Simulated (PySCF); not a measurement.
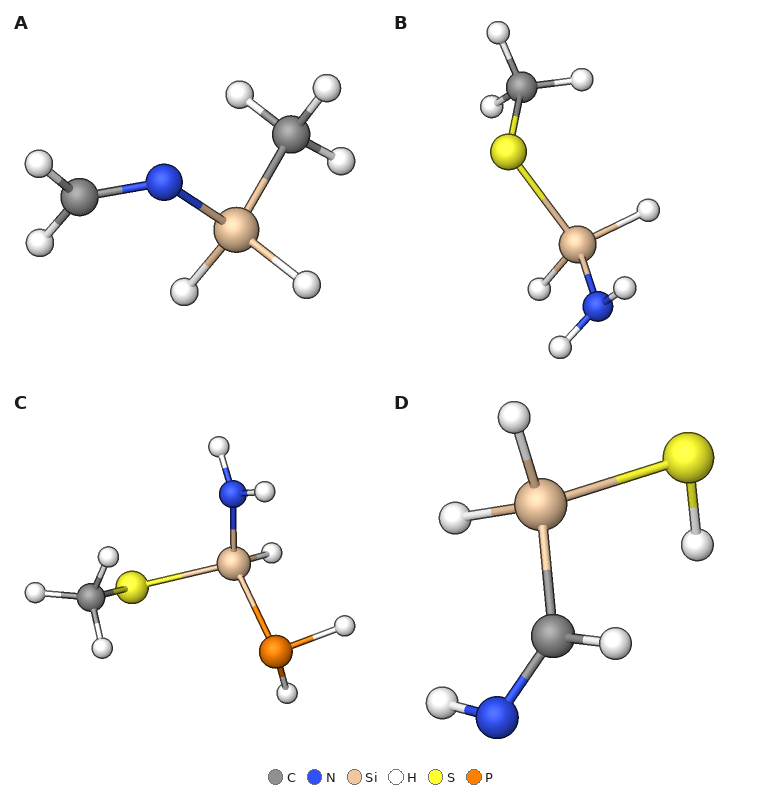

(Drawn from a calculation with PySCF.)

Q: Match each picture to its SMILES.
(1) [H]/N=C\[SiH2]S
(2) CS[Si@@H](N)P
(3) CS[SiH2]N
(4) C=N[SiH2]C

A: A is (4), B is (3), C is (2), D is (1).
